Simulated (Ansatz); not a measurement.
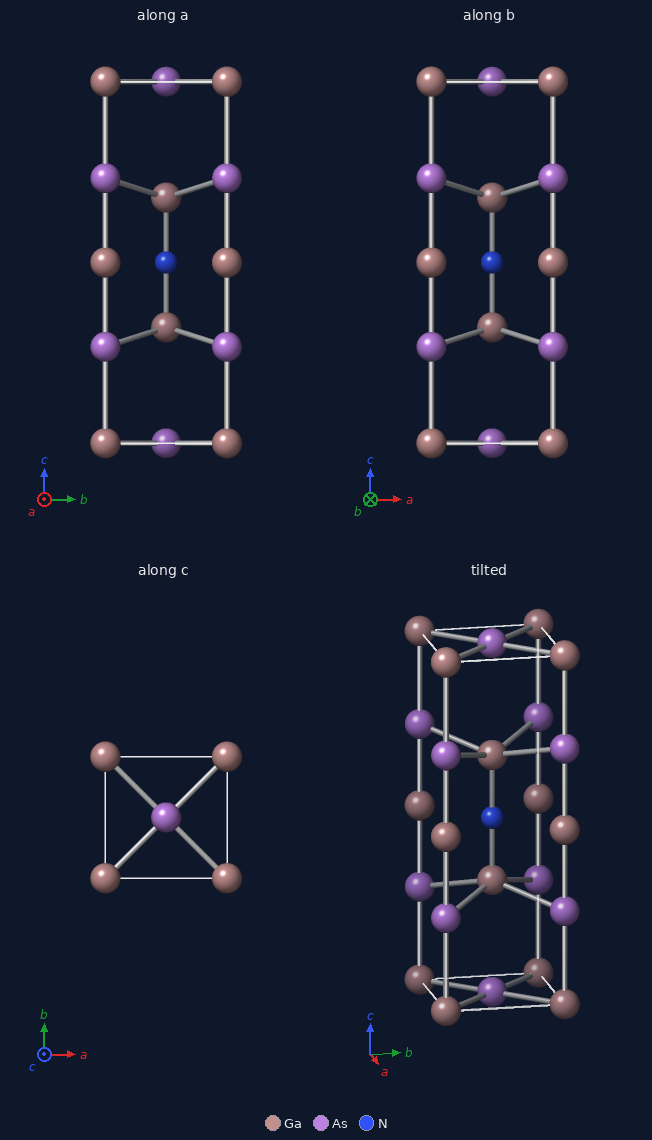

Structure drawing (ball-and-stick), viewed along the a axis, along the b axis, along the c axis and slightly off an axis. The parallelepiped is the conventional unit cell.

Lattice parameters: a = 3.653 Å, b = 3.653 Å, c = 10.859 Å, α = 90.00°, β = 90.00°, γ = 90.00°.

Q: Record the structure as a table of Wyckoff sites, with free fractional coordinates to two decimals.

A: Space group P4/mmm (No. 123).
```json
{"atom": "Ga", "site": "1b", "x": "0.00", "y": "0.00", "z": "0.50"}
{"atom": "Ga", "site": "2h", "x": "0.50", "y": "0.50", "z": "0.32"}
{"atom": "Ga", "site": "1a", "x": "0.00", "y": "0.00", "z": "0.00"}
{"atom": "As", "site": "2g", "x": "0.00", "y": "0.00", "z": "0.73"}
{"atom": "As", "site": "1c", "x": "0.50", "y": "0.50", "z": "0.00"}
{"atom": "N", "site": "1d", "x": "0.50", "y": "0.50", "z": "0.50"}
```

Provenance: a structure type filled with these elements by a generator (whether the compound takes this form wasn't checked). Cell shown after relaxation with DFT PBE, scalar-relativistic, plane waves, PAW in Ansatz 0.2.0.
